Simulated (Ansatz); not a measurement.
# CCSD(T)/STO-3G run of SiH2O2 (SMILES O[Si]O)

What is the vertical ionisation energy of SiH2O2 at CCSD(T)/STO-3G? 

The calculation is run with Ansatz 0.2.0.

47 further runs of the same task are left out: 1 that didn't finish, 46 set aside as unsound or not needed.

## 1. The molecule

The species is SiH2O2 (5 atoms), meant as a singlet with charge 0. As SMILES, `O[Si]O`. The coordinates come from a PBE0-D4/def2-TZVP relaxation. This is one conformer, not always the lowest.

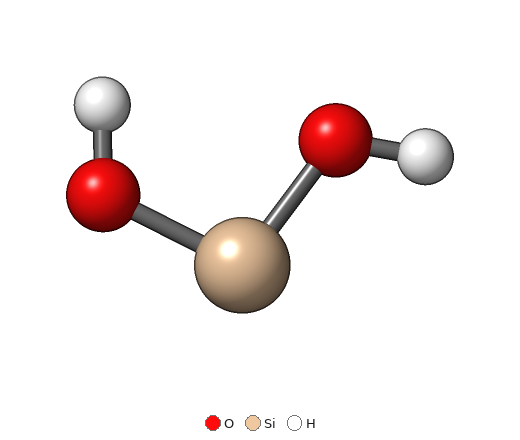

The structure, seen from a chosen angle (oxygen red, silicon light orange, hydrogen white).

## 2. A single-point energy at CCSD(T)/STO-3G

input.yaml reads:

```yaml
crystal:
  periodic: [false, false, false]
  atoms:
    - {symbol: O, position_ang: [-1.443200, -0.105600, -0.275000]}
    - {symbol: Si, position_ang: [-0.212000, -0.791300, 0.567700]}
    - {symbol: O, position_ang: [1.036000, 0.187500, 0.068600]}
    - {symbol: H, position_ang: [-1.231900, 0.648900, -0.836100]}
    - {symbol: H, position_ang: [1.901100, -0.013100, 0.433400]}
basis:
  gaussian:
    orbitals: STO-3G
scf:
  omitted_lower_state_checks: [cluster_reference, increment]
accuracy: high
correlation:
  method: ccsd_t
  frozen_orbitals: {H: 0, O: 1, Si: 5}
```

Launch:

```sh
ansatz run input.yaml --threads 1 --pin off --max-ram 2610MiB --events-out events.jsonl --progress --plain --runs-dir runs
```

Standard output, cut to the lines that bear on the results:

```text
Warning: RAYON_NUM_THREADS=1 ignored (pool sized by the plan → 1); use --threads N
Functional definition: HF
  name "HF"
[...]
386 factors; integrals over basis functions are off by at most 3.1e-8 eV
[...]
mean field -11821.97581161 eV, -434.4495978537 hartree, gradient 9.7e-9 eV, S^2 0.000000; 0 other end points of the search recorded, 0 dependent functions left out
7 core orbitals not correlated: weight in the atoms' cores, before any rotation towards them, 1.000 or more for the frozen orbitals, at most 0.000 for the correlated occupied ones
reference -11821.97581161 eV, -434.4495978537 hartree; 9, 9 occupied and 5, 5 virtual orbitals, 386 factors
second order -2.95035153 eV of doubles, -0.00000000 eV of singles
cycle   1  -3.23175567 eV  change   -2.8e-1 eV  update   1.0e-1
[...]
cycle  21  -3.58024859 eV  change  -6.2e-10 eV  update  3.3e-10
perturbative correction -0.18058925 eV, -0.0066365326 hartree
Total energy: -11825.73664945 eV, -434.5878060952 hartree
Checks for a lower state left out: cluster_reference, increment
```

Wall time 0.27 s (1 thread of Arm Neoverse V2, shared host).

## 3. The doublet cation

in.yaml reads:

```yaml
crystal:
  periodic: [false, false, false]
  atoms:
    - symbol: O
      position_ang: [-1.443200, -0.105600, -0.275000]
    - symbol: Si
      position_ang: [-0.212000, -0.791300, 0.567700]
    - symbol: O
      position_ang: [1.036000, 0.187500, 0.068600]
    - symbol: H
      position_ang: [-1.231900, 0.648900, -0.836100]
    - symbol: H
      position_ang: [1.901100, -0.013100, 0.433400]
basis:
  gaussian:
    orbitals: STO-3G
magnetization:
  spin_polarized: true
  initial_magnetization: 1
correlation:
  method: ccsd_t
  frozen_orbitals: {H: 0, O: 1, Si: 5}
accuracy: high
scf:
  omitted_lower_state_checks: [cluster_reference, increment]
total_charge: 1
```

Launch:

```sh
ansatz run in.yaml --threads 1 --pin off --max-ram 2610MiB --events-out events.jsonl --progress --plain --runs-dir runs
```

Standard output, cut to the lines that bear on the results:

```text
Warning: RAYON_NUM_THREADS=1 ignored (pool sized by the plan → 1); use --threads N
[... 2 set-up lines as earlier in the session ...]
[...]
386 factors; integrals over basis functions are off by at most 3.1e-8 eV
[...]
mean field -11816.20860255 eV, -434.2376568297 hartree, gradient 2.1e-8 eV, S^2 0.787376; 3 other end points of the search recorded, 0 dependent functions left out
7 core orbitals not correlated: weight in the atoms' cores, before any rotation towards them, 1.000 or more for the frozen orbitals, at most 0.000 for the correlated occupied ones
reference -11816.20860255 eV, -434.2376568297 hartree; 9, 8 occupied and 5, 6 virtual orbitals, 386 factors
second order -3.21535391 eV of doubles, -0.00000000 eV of singles
cycle   1  -3.47487460 eV  change   -2.6e-1 eV  update   1.3e-1
[...]
cycle  30  -3.98523116 eV  change  -4.5e-10 eV  update   2.1e-9
perturbative correction -0.24952069 eV, -0.0091697163 hartree
Total energy: -11820.44335440 eV, -434.3932810899 hartree
Checks for a lower state left out: cluster_reference, increment
```

Wall time 0.55 s (1 thread of Arm Neoverse V2, shared host).

## 4. Summary of results

At CCSD(T)/STO-3G, 7 core orbitals frozen:

| quantity | value |
| --- | --- |
| singlet SiH2O2: total energy | -434.58781 Eh |
| singlet SiH2O2: correlation energy (7 core orbitals frozen) | -138.2 mEh |
| singlet SiH2O2: (T) correction | -6.64 mEh |
| singlet SiH2O2: T1 diagnostic | 0.022 |
| doublet cation: total energy | -434.39328 Eh |
| doublet cation: correlation energy (7 core orbitals frozen) | -155.6 mEh |
| doublet cation: (T) correction | -9.17 mEh |
| doublet cation: ⟨S²⟩ of the reference determinant | 0.787 |
| doublet cation: T1 diagnostic | 0.033 |
| vertical ionisation energy (to the doublet cation) | 5.293 eV |

The vertical ionisation energy comes to 5.29 eV (122 kcal/mol). In a minimal basis such a difference can be off by several eV, whatever the method. The T1 diagnostic (singlet SiH2O2) of 0.022 is above the customary mark for such species, so a single reference may not serve. The triples (singlet SiH2O2) make up 4.8 % of the correlation energy. The triples (doublet cation) make up 5.9 % of the correlation energy.
